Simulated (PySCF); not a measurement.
## Geometry relaxation of C₃H₁₀O₅Si

The run: geometry relaxation of C₃H₁₀O₅Si. Method and program: PBE0-D3(BJ)/ma-def2-SVP geometry optimisation, gas phase (PySCF 2.14.0).

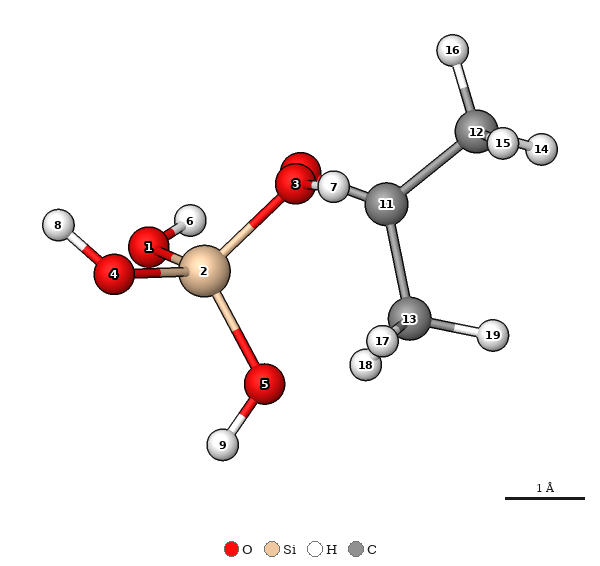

Figure 1. The structure as given in the input (ball-and-stick view, seen at a tilt; atoms are numbered from 1 in the order of the input). Bond lengths as drawn: C–C 1.50 Å, C–H 1.09 Å, C–O 1.21 Å, H–O 0.95 to 0.97 Å and O–Si 1.61 to 1.64 Å.

Input:
```
{"job": {"xc": "PBE0", "basis": "ma-def2-SVP", "d3": "d3bj", "grid": 1, "kind": "geom"}, "charge": 0, "multiplicity": 1}
O     -0.057143     0.764847    -1.241489
Si     0.277065    -0.216401    -0.009547
O     -0.330003     0.442129     1.352487
O     -0.302412    -1.695845    -0.362961
O      1.870297    -0.423447     0.294135
H     -0.050788     1.720996    -1.102610
H     -0.236693    -0.049642     2.163214
H     -1.137581    -1.746547    -0.817388
H      2.351203    -1.022160    -0.269344
O      0.081516     3.343834    -0.300240
C      0.818320     3.418283     0.657435
C      0.371529     3.989486     1.972892
C      2.234163     2.922259     0.619516
H      0.999120     4.835273     2.245517
H      0.480520     3.223955     2.737988
H     -0.667050     4.303740     1.918378
H      2.210898     1.844132     0.776477
H      2.666847     3.096038    -0.362728
H      2.847103     3.378002     1.390346
```

The first line tells a small driver script what to run in PySCF; the rest is the geometry in Å.

Hardware: 1 CPU thread, shared host.

Launch command:
```bash
OMP_NUM_THREADS=1 python <driver script> task.json out
```

The program's output:
```
step   0  E = -785.06860517  max force = 0.015985
step   1  E = -785.07196108  max force = 0.002551
step   2  E = -785.07206452  max force = 0.000499
step   3  E = -785.07209200  max force = 0.001295
step   4  E = -785.07210725  max force = 0.000771
step   5  E = -785.07217710  max force = 0.000410
step   6  E = -785.07167837  max force = 0.003968
step   7  E = -785.07227940  max force = 0.002005
step   8  E = -785.07240872  max force = 0.001596
step   9  E = -785.07254530  max force = 0.001177
step  10  E = -785.07257695  max force = 0.002141
step  11  E = -785.07276971  max force = 0.000601
step  12  E = -785.07280370  max force = 0.000628
step  13  E = -785.07284659  max force = 0.001021
step  14  E = -785.07297086  max force = 0.001287
step  15  E = -785.07315493  max force = 0.001991
step  16  E = -785.07313547  max force = 0.001427
step  17  E = -785.07328779  max force = 0.001324
step  18  E = -785.07332438  max force = 0.000708
step  19  E = -785.07330881  max force = 0.001012
step  20  E = -785.07332281  max force = 0.000428
optimisation converged
```

Trajectory as extended XYZ (Å, eV, eV/Å), 12 of the 21 frames kept, from step=0 to step=20:
```
19
Properties=species:S:1:pos:R:3:forces:R:3 step=0 energy=-21362.80487
O    -0.0571    0.7649   -1.2415   -0.2421   0.0964  -0.7398
Si    0.2771   -0.2164   -0.0095    0.0473  -0.0401  -0.1087
O    -0.3300    0.4421    1.3525   -0.4272   0.6284   0.4451
O    -0.3024   -1.6959   -0.3630    0.0541  -0.8220   0.0587
O     1.8703   -0.4234    0.2941    0.5978   0.1155   0.4197
H    -0.0508    1.7210   -1.1026    0.0290   0.4908   0.0340
H    -0.2367   -0.0496    2.1632    0.0682  -0.2122   0.3516
H    -1.1376   -1.7466   -0.8174   -0.4074  -0.0291  -0.2494
H     2.3512   -1.0222   -0.2693    0.2491  -0.2777  -0.2726
O     0.0815    3.3438   -0.3002   -0.2869  -0.0856  -0.2875
C     0.8183    3.4183    0.6574    0.3803   0.2315   0.5437
C     0.3715    3.9895    1.9729   -0.2434  -0.0806  -0.5538
C     2.2342    2.9223    0.6195   -0.3779   0.1316  -0.2102
H     0.9991    4.8353    2.2455    0.2941   0.3195   0.1513
H     0.4805    3.2240    2.7380    0.0915  -0.3012   0.3579
H    -0.6671    4.3037    1.9184   -0.3696   0.0968  -0.0043
H     2.2109    1.8441    0.7765    0.1094  -0.4522   0.1143
H     2.6669    3.0960   -0.3627    0.1609   0.0470  -0.3705
H     2.8471    3.3780    1.3903    0.2728   0.1430   0.3203
19
Properties=species:S:1:pos:R:3:forces:R:3 step=2 energy=-21362.89900
O    -0.1132    0.7906   -1.2953   -0.0056  -0.0038   0.0257
Si    0.2331   -0.2319   -0.0690   -0.0061  -0.0077  -0.0021
O    -0.3391    0.4317    1.3404    0.0120  -0.0126  -0.0079
O    -0.3995   -1.7156   -0.4384   -0.0055   0.0218   0.0003
O     1.8487   -0.4863    0.2195   -0.0189  -0.0052  -0.0142
H    -0.0432    1.7490   -1.1106    0.0124  -0.0064  -0.0026
H    -0.1784   -0.0823    2.1370    0.0103   0.0018  -0.0122
H    -1.2236   -1.7142   -0.9343    0.0123   0.0132   0.0016
H     2.3058   -1.0789   -0.3841   -0.0143   0.0063   0.0025
O     0.1321    3.2988   -0.2389    0.0079  -0.0019   0.0089
C     0.8648    3.4162    0.7257   -0.0074  -0.0102   0.0016
C     0.3695    4.0159    2.0076    0.0090   0.0022   0.0133
C     2.2869    2.9283    0.6872    0.0167   0.0001  -0.0115
H     0.9853    4.8858    2.2872   -0.0116  -0.0051  -0.0044
H     0.4807    3.2714    2.8131   -0.0020   0.0086  -0.0100
H    -0.6838    4.3075    1.9169    0.0127  -0.0059  -0.0020
H     2.2931    1.8418    0.8833   -0.0070   0.0136   0.0044
H     2.7058    3.0777   -0.3179   -0.0059  -0.0119   0.0160
H     2.9211    3.4140    1.4415   -0.0088   0.0030  -0.0075
19
Properties=species:S:1:pos:R:3:forces:R:3 step=4 energy=-21362.90016
O    -0.1955    0.8915   -1.3228    0.0140  -0.0092   0.0177
Si    0.1541   -0.1843   -0.1445    0.0007   0.0050  -0.0079
O    -0.3367    0.4450    1.3106    0.0070  -0.0025  -0.0104
O    -0.5555   -1.6216   -0.5512    0.0012  -0.0005   0.0009
O     1.7655   -0.5105    0.0831    0.0100  -0.0050   0.0028
H    -0.0445    1.8347   -1.1144   -0.0098   0.0222  -0.0103
H    -0.1192   -0.0917    2.0781   -0.0080  -0.0014   0.0112
H    -1.3678   -1.5540   -1.0614   -0.0145  -0.0034  -0.0003
H     2.1779   -1.0949   -0.5590    0.0058  -0.0092  -0.0086
O     0.2292    3.3325   -0.1967   -0.0140   0.0083  -0.0127
C     0.9393    3.3942    0.7890    0.0279  -0.0033   0.0396
C     0.4296    3.9731    2.0756   -0.0104  -0.0020  -0.0252
C     2.3460    2.8632    0.7738   -0.0259   0.0087  -0.0288
H     1.0197    4.8617    2.3505    0.0069   0.0084   0.0001
H     0.5593    3.2368    2.8840    0.0044  -0.0108   0.0063
H    -0.6297    4.2391    1.9804   -0.0002   0.0047   0.0087
H     2.3156    1.7922    1.0366   -0.0006  -0.0067   0.0112
H     2.7661    2.9379   -0.2378    0.0054  -0.0036  -0.0047
H     2.9943    3.3746    1.4983    0.0003   0.0005   0.0104
19
Properties=species:S:1:pos:R:3:forces:R:3 step=5 energy=-21362.90206
O    -0.1852    0.9566   -1.3394    0.0117  -0.0104  -0.0103
Si    0.1521   -0.1639   -0.2007    0.0055   0.0071  -0.0070
O    -0.2867    0.4399    1.2815    0.0072   0.0077   0.0078
O    -0.6180   -1.5629   -0.6297   -0.0005  -0.0074  -0.0117
O     1.7552   -0.5508   -0.0182    0.0181  -0.0211   0.0018
H    -0.0222    1.8924   -1.1071   -0.0145   0.0210   0.0046
H    -0.0629   -0.1201    2.0303   -0.0130  -0.0044   0.0064
H    -1.4346   -1.4531   -1.1258   -0.0046  -0.0005   0.0085
H     2.1327   -1.1332   -0.6833    0.0025  -0.0039  -0.0040
O     0.2371    3.3671   -0.1522   -0.0092   0.0112   0.0050
C     0.9453    3.3908    0.8368   -0.0005   0.0039  -0.0076
C     0.4476    3.9609    2.1315   -0.0054   0.0040   0.0028
C     2.3372    2.8257    0.8178   -0.0059  -0.0133   0.0015
H     1.0337    4.8557    2.3970    0.0059  -0.0003  -0.0010
H     0.5940    3.2273    2.9395    0.0025  -0.0022   0.0008
H    -0.6140    4.2218    2.0503   -0.0076   0.0050   0.0035
H     2.2844    1.7681    1.1266    0.0010  -0.0030   0.0119
H     2.7472    2.8496   -0.1998    0.0022   0.0086  -0.0099
H     3.0050    3.3482    1.5171    0.0046  -0.0021  -0.0029
19
Properties=species:S:1:pos:R:3:forces:R:3 step=7 energy=-21362.90485
O    -0.0834    1.0830   -1.3742    0.0211   0.0387  -0.0632
Si    0.2083   -0.1420   -0.3377    0.0082   0.0062   0.0185
O    -0.1125    0.3913    1.2013   -0.0030   0.0143   0.0553
O    -0.7028   -1.4380   -0.8117   -0.0050  -0.0435  -0.0498
O     1.7764   -0.6747   -0.2680   -0.0073  -0.0246  -0.0194
H     0.0674    2.0016   -1.0712   -0.0513   0.0041   0.0325
H     0.0965   -0.2315    1.9034   -0.0183  -0.0127  -0.0078
H    -1.5320   -1.2293   -1.2528    0.0255   0.0053   0.0246
H     2.0672   -1.2460   -0.9845   -0.0022   0.0051   0.0063
O     0.1920    3.4429   -0.0289    0.0256  -0.0261   0.0218
C     0.9057    3.3967    0.9563   -0.0558   0.0099  -0.1031
C     0.4529    3.9670    2.2663    0.0168   0.0192   0.0707
C     2.2605    2.7546    0.9186    0.0615  -0.0459   0.0915
H     1.0437    4.8687    2.5000    0.0016  -0.0209  -0.0027
H     0.6329    3.2427    3.0762   -0.0046   0.0210  -0.0090
H    -0.6101    4.2298    2.2235   -0.0211   0.0043  -0.0082
H     2.1693    1.7387    1.3367   -0.0122   0.0072   0.0075
H     2.6297    2.6619   -0.1097    0.0038   0.0362  -0.0224
H     2.9806    3.3008    1.5460    0.0167   0.0022  -0.0431
19
Properties=species:S:1:pos:R:3:forces:R:3 step=9 energy=-21362.91208
O    -0.1040    1.1916   -1.3649   -0.0213   0.0213   0.0605
Si    0.1454   -0.1595   -0.4833   -0.0076  -0.0144   0.0078
O    -0.1367    0.2124    1.1129    0.0049  -0.0222  -0.0518
O    -0.8197   -1.3676   -1.0835    0.0132   0.0551   0.0359
O     1.6822   -0.7758   -0.5278    0.0149   0.0242   0.0137
H    -0.0134    2.0674   -0.9310    0.0573  -0.0535  -0.0168
H    -0.0211   -0.5141    1.7323    0.0103   0.0083  -0.0163
H    -1.6731   -1.0814   -1.4212   -0.0196  -0.0037  -0.0219
H     1.8994   -1.3183   -1.2913   -0.0049   0.0151   0.0030
O     0.1872    3.4327    0.1643   -0.0206  -0.0364   0.0354
C     0.9587    3.4061    1.1046   -0.0020   0.0502   0.0085
C     0.6267    4.1023    2.3946   -0.0201  -0.0298  -0.0221
C     2.2674    2.6717    1.0392   -0.0157   0.0400  -0.0537
H     1.2882    4.9740    2.5260    0.0087   0.0010  -0.0147
H     0.8100    3.4294    3.2464   -0.0031   0.0079   0.0049
H    -0.4190    4.4344    2.3918    0.0229   0.0023  -0.0042
H     2.1424    1.7095    1.5621    0.0169  -0.0132  -0.0185
H     2.5530    2.4706   -0.0017   -0.0250  -0.0362   0.0277
H     3.0663    3.2308    1.5484   -0.0092  -0.0156   0.0227
19
Properties=species:S:1:pos:R:3:forces:R:3 step=11 energy=-21362.91819
O    -0.0408    1.2235   -1.3061    0.0003  -0.0176  -0.0024
Si    0.1959   -0.2073   -0.5607   -0.0083   0.0013  -0.0089
O    -0.0358    0.0256    1.0676    0.0010  -0.0129  -0.0161
O    -0.8196   -1.3347   -1.2301    0.0020   0.0045   0.0172
O     1.7160   -0.8499   -0.7110   -0.0072   0.0148   0.0091
H    -0.0055    2.0546   -0.7819   -0.0160   0.0026   0.0179
H     0.0590   -0.7595    1.6142    0.0157   0.0045  -0.0002
H    -1.6717   -0.9995   -1.5239    0.0038   0.0010  -0.0088
H     1.8860   -1.3432   -1.5182    0.0035   0.0058  -0.0072
O     0.0382    3.3588    0.3434    0.0019   0.0180   0.0046
C     0.8873    3.4123    1.2132    0.0122   0.0139   0.0119
C     0.6908    4.2729    2.4284   -0.0169  -0.0309  -0.0026
C     2.1567    2.6145    1.1297    0.0174   0.0290  -0.0126
H     1.4264    5.0935    2.4248    0.0029  -0.0055  -0.0134
H     0.8742    3.6846    3.3410    0.0026   0.0040   0.0067
H    -0.3238    4.6892    2.4447    0.0067  -0.0004  -0.0049
H     2.0223    1.6931    1.7201   -0.0236  -0.0052  -0.0100
H     2.3696    2.3241    0.0931    0.0022  -0.0195   0.0080
H     3.0089    3.1650    1.5534   -0.0002  -0.0073   0.0115
19
Properties=species:S:1:pos:R:3:forces:R:3 step=13 energy=-21362.92028
O    -0.1283    1.2881   -1.2943   -0.0365   0.0270   0.0305
Si    0.1745   -0.1770   -0.6466    0.0446  -0.0011  -0.0011
O     0.0123   -0.0468    0.9990   -0.0268   0.0045   0.0525
O    -0.8467   -1.2819   -1.3391    0.0088  -0.0320  -0.0430
O     1.7051   -0.7693   -0.8845   -0.0219   0.0181  -0.0019
H    -0.0856    2.0833   -0.7162    0.0378   0.0154  -0.0334
H     0.2009   -0.8464    1.4975    0.0031  -0.0152   0.0035
H    -1.6828   -0.9261   -1.6529   -0.0184   0.0019   0.0093
H     1.8697   -1.1868   -1.7342    0.0022  -0.0038  -0.0108
O     0.0358    3.3643    0.4349   -0.0181  -0.0223  -0.0417
C     0.8929    3.3928    1.2975    0.0295  -0.0362   0.0476
C     0.7455    4.2892    2.4920    0.0136   0.0404  -0.0305
C     2.1188    2.5285    1.2305   -0.0359  -0.0297  -0.0143
H     1.5015    5.0888    2.4298    0.0016   0.0204   0.0199
H     0.9416    3.7371    3.4235    0.0028  -0.0228   0.0024
H    -0.2559    4.7353    2.5133   -0.0026   0.0041   0.0145
H     1.9082    1.6115    1.8049   -0.0099  -0.0066   0.0178
H     2.3330    2.2207    0.1996    0.0172   0.0273  -0.0221
H     2.9938    3.0182    1.6795    0.0088   0.0105   0.0009
19
Properties=species:S:1:pos:R:3:forces:R:3 step=15 energy=-21362.92867
O    -0.3977    1.3427   -1.1839    0.0015   0.0744   0.1024
Si    0.0345   -0.1532   -0.7003    0.0153  -0.0378   0.0187
O    -0.0812   -0.2225    0.9553    0.0115   0.0111  -0.0255
O    -0.9312   -1.2390   -1.4972    0.0193   0.0311  -0.0056
O     1.5945   -0.6080   -1.0375   -0.0125   0.0132   0.0189
H    -0.2380    2.1115   -0.5905    0.0224  -0.0389  -0.0668
H     0.2407   -1.0353    1.3555   -0.0098  -0.0033  -0.0068
H    -1.7908   -0.8975   -1.7601   -0.0282  -0.0099   0.0084
H     1.7599   -0.9080   -1.9358   -0.0052   0.0035   0.0046
O     0.0838    3.3952    0.5589    0.0109  -0.0553  -0.0428
C     0.9804    3.3890    1.3816   -0.0082   0.0101   0.0024
C     0.9748    4.3595    2.5264    0.0069   0.0084  -0.0022
C     2.1100    2.4015    1.3118   -0.0433  -0.0016  -0.0164
H     1.7831    5.0940    2.3757    0.0116   0.0071   0.0024
H     1.1884    3.8428    3.4751   -0.0102   0.0046  -0.0056
H     0.0132    4.8845    2.5806    0.0103  -0.0007   0.0073
H     1.7584    1.4795    1.8051    0.0269  -0.0169  -0.0021
H     2.3433    2.1397    0.2709   -0.0100   0.0059   0.0080
H     3.0111    2.7555    1.8309   -0.0092  -0.0050   0.0006
19
Properties=species:S:1:pos:R:3:forces:R:3 step=16 energy=-21362.92814
O    -0.5297    1.3139   -1.1024    0.0072   0.0272   0.0304
Si   -0.0373   -0.1595   -0.6091   -0.0150  -0.0059   0.0008
O    -0.1686   -0.2450    1.0459    0.0270   0.0167  -0.0734
O    -0.9431   -1.2783   -1.4303   -0.0067   0.0277   0.0385
O     1.5456   -0.5451   -0.9238    0.0283   0.0024  -0.0031
H    -0.2988    2.1185   -0.5875    0.0204  -0.0615   0.0223
H     0.1978   -1.0409    1.4427   -0.0209   0.0025  -0.0082
H    -1.8298   -0.9897   -1.6659   -0.0051  -0.0100   0.0002
H     1.7372   -0.8208   -1.8249   -0.0066   0.0029   0.0133
O     0.1274    3.4121    0.4969    0.0108   0.0260   0.0209
C     1.0296    3.3998    1.3140   -0.0219   0.0094  -0.0509
C     1.0605    4.3884    2.4431   -0.0166  -0.0287   0.0268
C     2.1301    2.3800    1.2448    0.0060   0.0205   0.0040
H     1.8925    5.0955    2.2889    0.0073  -0.0199  -0.0158
H     1.2577    3.8689    3.3944   -0.0079   0.0269  -0.0020
H     0.1162    4.9436    2.4992    0.0104  -0.0002  -0.0120
H     1.7308    1.4419    1.6671    0.0226  -0.0017  -0.0158
H     2.4042    2.1746    0.2004   -0.0291  -0.0247   0.0283
H     3.0177    2.6760    1.8204   -0.0101  -0.0095  -0.0043
19
Properties=species:S:1:pos:R:3:forces:R:3 step=18 energy=-21362.93328
O    -0.5214    1.3291   -1.0532    0.0016   0.0364  -0.0039
Si   -0.0449   -0.1687   -0.6297    0.0080  -0.0138   0.0070
O    -0.1369   -0.3015    1.0223   -0.0014   0.0055   0.0147
O    -0.9949   -1.2487   -1.4506    0.0033  -0.0055   0.0005
O     1.5221   -0.5694   -1.0019   -0.0162   0.0054   0.0006
H    -0.2898    2.1087   -0.5005   -0.0087   0.0033  -0.0131
H     0.1786   -1.1339    1.3854    0.0018  -0.0029   0.0071
H    -1.8911   -0.9526   -1.6347    0.0013   0.0025   0.0023
H     1.6831   -0.8202   -1.9157    0.0042  -0.0008  -0.0072
O     0.1087    3.4262    0.5506   -0.0055  -0.0210  -0.0240
C     1.0333    3.4102    1.3420   -0.0028   0.0035   0.0199
C     1.1474    4.4574    2.4108   -0.0004   0.0017  -0.0060
C     2.0804    2.3348    1.2985    0.0004  -0.0047  -0.0009
H     2.0223    5.0944    2.1995    0.0031  -0.0048  -0.0006
H     1.3270    3.9882    3.3904    0.0007  -0.0046   0.0098
H     0.2432    5.0772    2.4438    0.0056   0.0044  -0.0048
H     1.6558    1.4339    1.7731   -0.0119   0.0034   0.0035
H     2.3127    2.0628    0.2600    0.0073  -0.0086  -0.0061
H     2.9971    2.6151    1.8336    0.0096   0.0006   0.0015
19
Properties=species:S:1:pos:R:3:forces:R:3 step=20 energy=-21362.93324
O    -0.5954    1.3724   -1.0289   -0.0078   0.0220   0.0092
Si   -0.1215   -0.1307   -0.6197    0.0147  -0.0076   0.0070
O    -0.1741   -0.2723    1.0338   -0.0111   0.0050   0.0046
O    -1.0998   -1.2029   -1.4164   -0.0016  -0.0100  -0.0036
O     1.4329   -0.5384   -1.0337   -0.0094   0.0067   0.0046
H    -0.3137    2.1500   -0.4970    0.0053  -0.0088  -0.0050
H     0.1207   -1.1181    1.3832    0.0043  -0.0010   0.0025
H    -2.0022   -0.9064   -1.5654   -0.0068   0.0047  -0.0039
H     1.5763   -0.7628   -1.9573   -0.0011  -0.0016  -0.0049
O     0.1880    3.4486    0.5334   -0.0130  -0.0184  -0.0152
C     1.1058    3.3931    1.3309    0.0187  -0.0101   0.0132
C     1.2877    4.4629    2.3675    0.0070   0.0111  -0.0177
C     2.0789    2.2492    1.3269   -0.0061  -0.0007  -0.0106
H     2.2060    5.0281    2.1373    0.0058   0.0061   0.0083
H     1.4318    4.0177    3.3640   -0.0035  -0.0106   0.0010
H     0.4300    5.1463    2.3725    0.0025   0.0040   0.0036
H     1.5949    1.3976    1.8344   -0.0068   0.0016   0.0085
H     2.2897    1.9195    0.3005    0.0057   0.0029  -0.0068
H     3.0142    2.4865    1.8506    0.0031   0.0047   0.0053
```

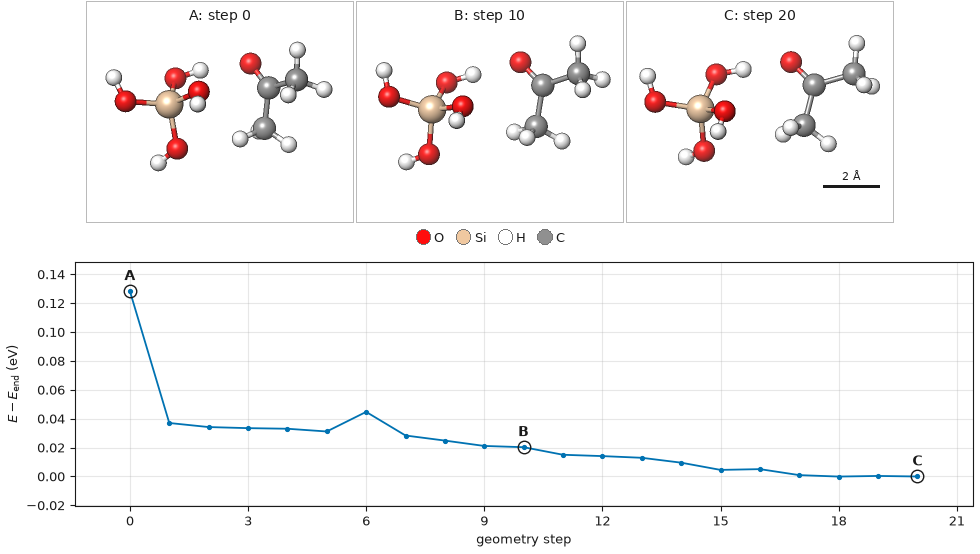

Figure 2. Frames of the relaxation (ball-and-stick view, seen at a tilt) above the curves, on which the letters mark them (steps are counted from 0).

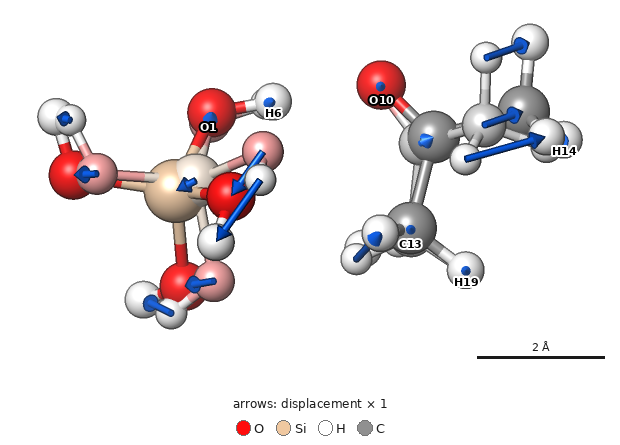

Figure 3. Start (faint) and end (solid) with the displacements as blue arrows, at true length (ball-and-stick view, seen at a tilt). The two geometries are laid on each other by the best rigid fit. The atom that moves furthest after the best rigid fit is H15 (1.43 Å). By element the largest moves are H 1.43 Å, C 0.90 Å, O 0.88 Å, Si 0.38 Å. Among the contacts that change: Si2–O3 1.630 → 1.660 Å, Si2–O5 1.635 → 1.659 Å, O1–Si2 1.610 → 1.628 Å, O1–H6 0.966 → 0.983 Å. Among the angles that change: Si2–O3–H7 117.8° → 115.3°, C12–C11–C13 115.4° → 117.8°, C11–C12–H15 108.6° → 110.7°. Over 20 geometry steps the energy falls by 0.128 eV. Largest force component: 0.82 eV/Å at the start, 0.022 eV/Å at the end. (Atoms are counted from 1 in the order of the input.)

Results in brief:

```json
{"quantity": "outcome", "value": "converged"}
{"quantity": "total energy", "value": "−785.073323 hartree"}
{"quantity": "dipole moment", "value": "3.42 D"}
{"quantity": "point group", "value": "C1"}
{"quantity": "wall time", "value": "3.8 min"}
{"quantity": "peak memory", "value": "0.99 GiB"}
```
